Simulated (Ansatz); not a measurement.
BBrH$_{5}$NOSi (SMILES NB(Br)O[SiH3])

```
atom    x (Å)    y (Å)    z (Å)
   N  -0.3392   1.2704   1.7347
   B   0.2271   0.4705   0.7480
  Br   2.1555   0.1365   0.8203
   O  -0.5128  -0.0733  -0.2447
  Si  -0.1408  -1.0422  -1.5338
   H   0.1935   1.6819   2.4783
   H  -1.3239   1.4741   1.7451
   H  -1.4211  -1.2815  -2.2399
   H   0.8157  -0.3581  -2.4372
   H   0.4291  -2.3294  -1.0677
```

Geometry: PBE0-D4/def2-TZVP.

Computed with RKS PBE0-D4/def2-TZVPP (Ansatz).

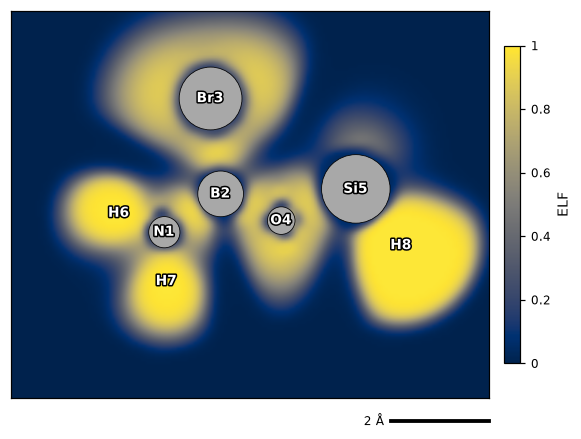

Figure 1. Electron localisation function on the plane of atoms N1, B2 and O4. Grey discs cover the atomic cores.

### Read the bonding off the picture.

The plane passes through N, B, Br, O, Si and H nuclei.
B–O (1.35 Å): the ELF peaks at about 0.90 between the atoms, as expected for a short, strongly polar bond.
B–N (1.39 Å): the ELF peaks at about 0.90 between the atoms, as expected for a short, strongly polar bond.
Si–O (1.65 Å): the ELF peaks at about 0.85 between the atoms (a shared but strongly polarised pair).
B–Br (1.96 Å): the ELF peaks at about 0.90 between the atoms, as expected for a shared but strongly polarised pair.
N–H (1.00 Å): the ELF climbs to about 1 towards the hydrogen, as it does in any bond to H (an ordinary covalent bond to hydrogen).
The ELF also peaks beside O4 and Br3, away from the bonds: lone-pair regions.

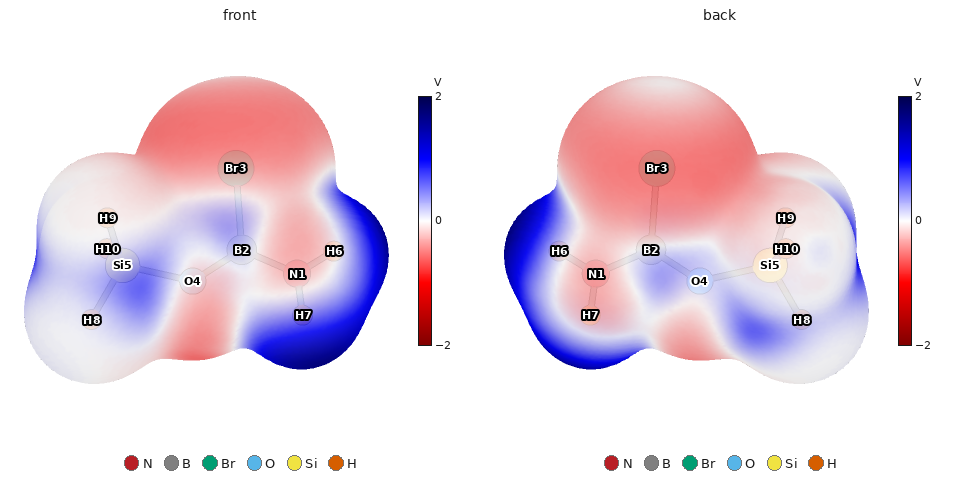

Figure 2. The electrostatic potential painted on the density surface at 0.001 e/bohr³, seen from the front and from behind; the colour scale runs from red (negative) to blue (positive).

### Where is the surface potential most negative and most positive?

The most negative region (about −0.5 V) lies over Br3 and O4, the most positive (about +1.7 V) over H6 and H7.

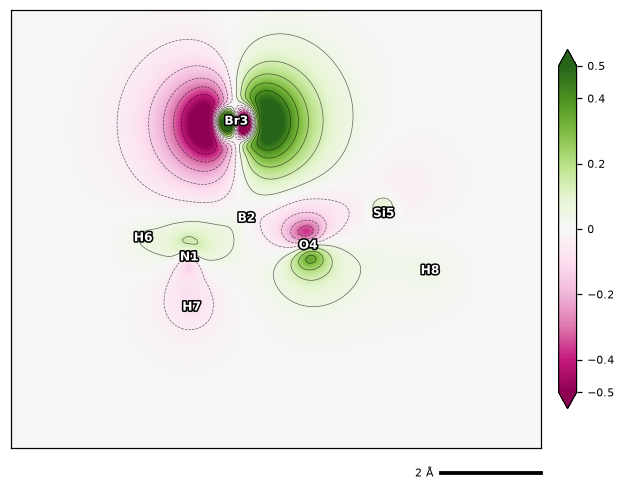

Figure 3. The HOMO−1 on the plane of atoms N1, B2 and O4 (values in Å⁻³ᐟ²; the overall sign is arbitrary).

### Where does this orbital lie, and at what energy?

It lies mainly on Br3 (about 90 %); largely a lone pair of Br3. Its energy is −8.26 eV.
